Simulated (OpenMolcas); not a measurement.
## Run report: CH5OSi (charge −1), energy and gradient calculation (part 1 of 3)

The run: energy and gradient calculation of CH5OSi, charge −1, SMILES CO[SiH2-]. Method and program: HF/def2-SVP, RHF (OpenMolcas 26.06).

The geometry comes from this level: GFN2-xTB.

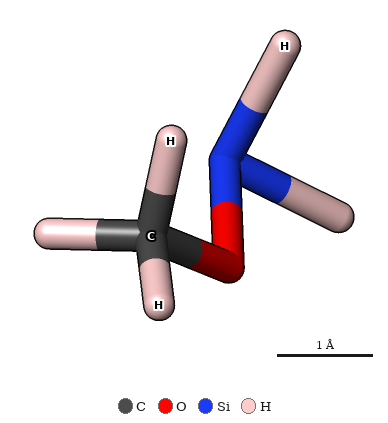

*The input geometry (stick view, seen at a tilt).*

Bond lengths as drawn: C–H 1.10 to 1.11 Å, C–O 1.34 Å, H–Si 1.50 to 1.53 Å and O–Si 1.75 Å.

## Key numbers

| quantity | value |
| --- | --- |
| outcome | converged |
| total energy | −404.361049 hartree |
| basis functions | 71 |
| largest force | 1.119 eV/Å |
| HOMO | −1.30 eV |
| LUMO | 9.20 eV |
| hardware | 1 thread of Intel Xeon (Granite Rapids), 64 GiB of memory available, shared host |
| wall time | 3.6 s |
| peak memory | 0.42 GiB |

## Input
```
>>> EXPORT MOLCAS_PRINT=2

&GATEWAY
 BasLib = $CurrDir
 Coord
 8
 angstrom
 C       -0.497110       0.956740      -0.216970
 O       -0.599520      -0.211900       0.434560
 Si       0.471770      -1.456200      -0.179060
 H       -0.757450       0.867050      -1.292030
 H        0.528880       1.376040      -0.187260
 H       -1.172130       1.709050       0.229470
 H        1.807550      -0.853630       0.245430
 H        0.218010      -2.387140       0.965870
 Basis = def2-SVP
 Group = NoSym

&SEWARD

&SCF
 Charge = -1
 Thresholds = 1e-10 1e-07 1e-07 1e-05
 PrOrbitals = 1

&ALASKA
```

Run as:
```bash
export MOLCAS_MEM=1860
pymolcas run.inp > run.log
```

## What the program printed
```
--- Start Module: gateway ---

                                              &GATEWAY

                       available to each process: 1.9 GB of memory, 1 thread

 Basis Set     1 Label: C.DEF2-SVP
 Basis set is read from library:.
 basistype.tbl is not found

 Basis Set     2 Label: O.DEF2-SVP
 Basis set is read from library:.
 basistype.tbl is not found

 Basis Set     3 Label: SI.DEF2-SVP
 Basis set is read from library:.
 basistype.tbl is not found

 Basis Set     4 Label: H.DEF2-SVP
 Basis set is read from library:.
 basistype.tbl is not found

++    Symmetry information:
      ---------------------

                    Character Table for C1

                             E
                    a        1  x, y, xy, Rz, z, xz, Ry, yz, Rx, I
--

++    Basis set information:
      ----------------------

      Basis set label: C.DEF2-SVP.........

      Electronic valence basis set:
      ------------------
      Associated Effective Charge   6.000000 au
      Associated Actual Charge      6.000000 au
      Nuclear Model: Point charge

      Shell  nPrim  nBasis  Cartesian Spherical Contaminant
         s       7       3        X
         p       4       2        X
         d       1       1                 X

      Basis set label: O.DEF2-SVP.........

      Electronic valence basis set:
      ------------------
      Associated Effective Charge   8.000000 au
      Associated Actual Charge      8.000000 au
      Nuclear Model: Point charge

      Shell  nPrim  nBasis  Cartesian Spherical Contaminant
         s       7       3        X
         p       4       2        X
         d       1       1                 X

      Basis set label: SI.DEF2-SVP.........

      Electronic valence basis set:
      ------------------
      Associated Effective Charge  14.000000 au
      Associated Actual Charge     14.000000 au
      Nuclear Model: Point charge

      Shell  nPrim  nBasis  Cartesian Spherical Contaminant
         s      10       4        X
         p       7       3        X
         d       1       1                 X

      Basis set label: H.DEF2-SVP.........

      Electronic valence basis set:
      ------------------
      Associated Effective Charge   1.000000 au
      Associated Actual Charge      1.000000 au
      Nuclear Model: Point charge

      Shell  nPrim  nBasis  Cartesian Spherical Contaminant
         s       4       2        X
         p       1       1        X
--

++    Molecular structure info:
      -------------------------

                    ************************************************
                    **** Cartesian Coordinates / bohr, angstrom ****
                    ************************************************

     Center  Label                x              y              z                     x              y              z
        1      C1              -0.939402       1.807977      -0.410014             -0.497110       0.956740      -0.216970
        2      O2              -1.132929      -0.400433       0.821199             -0.599520      -0.211900       0.434560
        3      SI3              0.891516      -2.751819      -0.338374              0.471770      -1.456200      -0.179060
        4      H4              -1.431373       1.638487      -2.441583             -0.757450       0.867050      -1.292030
        5      H5               0.999438       2.600339      -0.353870              0.528880       1.376040      -0.187260
        6      H6              -2.215005       3.229636       0.433635             -1.172130       1.709050       0.229470
        7      H7               3.415774      -1.613127       0.463795              1.807550      -0.853630       0.245430
        8      H8               0.411979      -4.511041       1.825230              0.218010      -2.387140       0.965870

                    ***************************************
                    *    InterNuclear Distances / bohr    *
                    ***************************************

               1 C1            2 O2            3 SI3           4 H4            5 H5            6 H6
    1 C1       0.000000
    2 O2       2.535826        0.000000
    3 SI3      4.914176        3.312402        0.000000
    4 H4       2.097149        3.859017        5.393894        0.000000
    5 H5       2.095254        3.864247        5.353268        3.345526        0.000000
    6 H6       2.088067        3.807689        6.784120        3.378271        3.368802        0.000000
    7 H7       5.606697        4.721129        2.883050        6.519897        4.925500        7.426907
    8 H8       6.837582        4.504655        2.829487        7.708458        7.460918        8.291903

               7 H7            8 H8
    7 H7       0.000000
    8 H8       4.390239        0.000000

                    *******************************************
                    *    InterNuclear Distances / angstrom    *
                    *******************************************

               1 C1            2 O2            3 SI3           4 H4            5 H5            6 H6
    1 C1       0.000000
    2 O2       1.341901        0.000000
    3 SI3      2.600470        1.752847        0.000000
    4 H4       1.109764        2.042104        2.854326        0.000000
    5 H5       1.108761        2.044872        2.832828        1.770376        0.000000
    6 H6       1.104957        2.014942        3.590002        1.787704        1.782693        0.000000
    7 H7       2.966936        2.498314        1.525644        3.450181        2.606462        3.930150
    8 H8       3.618292        2.383761        1.497300        4.079140        3.948148        4.387886

               7 H7            8 H8
    7 H7       0.000000
    8 H8       2.323214        0.000000

                    **************************************
                    *    Valence Bond Angles / degree    *
                    **************************************
                          Atom centers                 Phi
                      2 O2       1 C1       4 H4       112.46
                      2 O2       1 C1       5 H5       112.76
                      2 O2       1 C1       6 H6       110.50
                      4 H4       1 C1       5 H5       105.88
                      4 H4       1 C1       6 H6       107.64
                      5 H5       1 C1       6 H6       107.28
                      7 H7       3 SI3      8 H8       100.44
--

            Nuclear Potential Energy            109.16822654 au

--- Stop Module: gateway /rc=_RC_ALL_IS_WELL_ ---

--- Start Module: seward ---

                                              &SEWARD

                       available to each process: 1.9 GB of memory, 1 thread

               SEWARD will generate:
                  Multipole Moment integrals up to order  2
                  Kinetic Energy integrals
                  Nuclear Attraction integrals (point charge)
                  One-Electron Hamiltonian integrals
                  Velocity integrals
                  Orbital angular momentum around ( -0.0535  -0.9890  -0.0217 )
                  Velocity quadrupole around ( -0.0535  -0.9890  -0.0217 )
                  Two-Electron Repulsion integrals

                   Integrals are discarded if absolute value <: 1.00E-14
                   Integral cutoff threshold is set to       <: 1.00E-16

            Nuclear Potential Energy            109.16822654 au

      Basis set specifications :
      Symmetry species         a
      Basis functions           71

--- Stop Module: seward /rc=_RC_ALL_IS_WELL_ ---

--- Start Module: scf ---

                                                &SCF

                       available to each process: 1.9 GB of memory, 1 thread

++    Input section:
      --------------

      Header of the integral files:

      Cartesian coordinates in angstrom:
      -----------------------------------------------------
      No.  Label        X            Y            Z
      -----------------------------------------------------
       1   C1        -0.49711000   0.95674000  -0.21697000
       2   O2        -0.59952000  -0.21190000   0.43456000
       3   SI3        0.47177000  -1.45620000  -0.17906000
       4   H4        -0.75745000   0.86705000  -1.29203000
       5   H5         0.52888000   1.37604000  -0.18726000
       6   H6        -1.17213000   1.70905000   0.22947000
       7   H7         1.80755000  -0.85363000   0.24543000
       8   H8         0.21801000  -2.38714000   0.96587000
      -----------------------------------------------------
      Nuclear repulsion energy =  109.16822654
--

++    Orbital specifications:
      -----------------------

      Symmetry species               1
                                     a
      Frozen orbitals                0
      Aufbau                        17
      Start temperature = 0.500
      End temperature   = 0.010
      Temperature Factor= 0.460
      Deleted orbitals               0
      Total number of orbitals      71
      Number of basis functions     71
--

      Molecular charge                          -1.000

++    Optimization specifications:
      ----------------------------

      SCF Algorithm: Conventional
      Minimized density differences are used
      Number of density matrices in core                 5
      Maximum number of NDDO SCF iterations            400
      Maximum number of HF SCF iterations              400
      Threshold for SCF energy change             1.00E-10
      Threshold for density matrix                1.00E-07
      Threshold for Fock matrix                   1.00E-07
      Threshold for linear dependence             1.00E-09
      Threshold at which DIIS is turned on        1.50E-01
      Maximum depth in the DIIS procedure                5
      Maximum depth in the BFGS Hessian update          30
      Threshold at which QNR/C2DIIS is turned on  7.50E-02
      Threshold for Norm(delta) (QNR/C2DIIS)      1.00E-05
      All orbitals punched on: SCFORB
--

      Input vectors read from INPORB
      Orbital file label: *Guess orbitals

++ Convergence information
                                   SCF        iterations: Energy and convergence statistics

Iter     Tot. SCF        One-elec.       Two-elec.     Energy      Max Dij or  Max Fij      DNorm      TNorm      AccCon     Time
         Energy          Energy          Energy        Change      Delta Norm                                                in Sec.
   1  -398.751662493  -778.218904604   270.299015569   0.00E+00    8.59E-02*   5.30E-01*    9.24E+00   1.23E+02   None         0.
   2  -400.740978587  -776.721672639   266.812467510  -1.99E+00*   2.35E-01*   2.86E-01*    1.66E+01   1.22E+02   EDIIS        0.
   3  -402.430621260  -779.925464934   268.326617131  -1.69E+00*   2.63E-01*   3.34E-01*    6.31E+00   1.23E+02   EDIIS        0.
   4  -402.137915600  -782.815237998   271.509095855   2.93E-01*   4.60E-02*   2.05E-01*    6.01E+00   1.22E+02   EDIIS        0.
   5  -404.350142327  -783.581632320   270.063263451  -2.21E+00*   3.27E-02*   5.42E-02*    3.40E+00   1.23E+02   EDIIS        0.
   6  -404.358832309  -782.531257795   269.004198943  -8.69E-03*   1.56E-02*   3.24E-02*    3.45E-01   1.23E+02   EDIIS        0.

       Fermi aufbau procedure completed!
      nOcc=   17

   7  -404.360134669  -783.104917094   269.576555882  -1.30E-03*   4.19E-03*   1.20E-02*    1.80E-01   1.23E+02   c2DIIS       0.
   8  -404.361033517  -782.880095648   269.350835588  -8.99E-04*   2.44E-03*   4.74E-04*    2.39E-02   1.23E+02   QNRc2DIIS    0.
   9  -404.361046900  -782.878285092   269.349011649  -1.34E-05*   1.51E-03*   1.68E-04*    3.79E-03   1.23E+02   QNRc2DIIS    0.
  10  -404.361049136  -782.877556884   269.348281206  -2.24E-06*   1.48E-04*   2.22E-05*    1.05E-03   1.23E+02   QNRc2DIIS    0.
  11  -404.361049161  -782.878331835   269.349056132  -2.52E-08*   5.01E-05*   1.64E-05*    3.62E-04   1.23E+02   QNRc2DIIS    0.
  12  -404.361049167  -782.877759250   269.348483541  -5.99E-09*   9.20E-06    3.10E-06*    8.29E-05   1.23E+02   QNRc2DIIS    0.
  13  -404.361049167  -782.877878620   269.348602910  -1.96E-10*   4.24E-06    8.87E-07*    2.18E-05   1.23E+02   QNRc2DIIS    0.
  14  -404.361049167  -782.877866828   269.348591119  -2.77E-11    2.56E-06    4.32E-07*    1.68E-04   1.23E+02   QNRc2DIIS    0.
  15  -404.361049167  -782.877865010   269.348589301  -6.48E-12    4.57E-07    1.09E-07*    7.59E-03   1.23E+02   QNRc2DIIS    0.
  16  -404.361049167  -782.877868645   269.348592935  -3.41E-13    2.31E-07    2.84E-08     5.50E-04   1.23E+02   QNRc2DIIS    0.

       Convergence after  16 Iterations
--

 *****************************************************************************************************************************
 *                                             SCF/KS-DFT Program, Final results                                             *
 *                                                       Final Results                                                       *
 *****************************************************************************************************************************

::    Total SCF energy                               -404.3610491671
      One-electron energy                            -782.8778686447
      Two-electron energy                             269.3485929352
      Nuclear repulsion energy                        109.1682265424
      Kinetic energy (interpolated)                   404.0590438212
      Virial theorem                                    1.0007474287
      Total spin, S(S+1)                                0.0000000000
      Total spin, S                                     0.0000000000
      Max non-diagonal density matrix element           0.0000002501
      Max non-diagonal Fock matrix element              0.0000000236

      All orbitals with orbital energies smaller than  E(LUMO)+0.5 are printed

++    Molecular orbitals:
      -------------------

      Title: SCF orbitals

      Molecular orbitals for symmetry species 1: a

          Orbital            1         2         3         4         5         6         7         8         9        10
          Energy          -68.5051  -20.3156  -11.1027   -5.8719   -3.9815   -3.9807   -3.9791   -1.1301   -0.7141   -0.5044
          Occ. No.          2.0000    2.0000    2.0000    2.0000    2.0000    2.0000    2.0000    2.0000    2.0000    2.0000
```
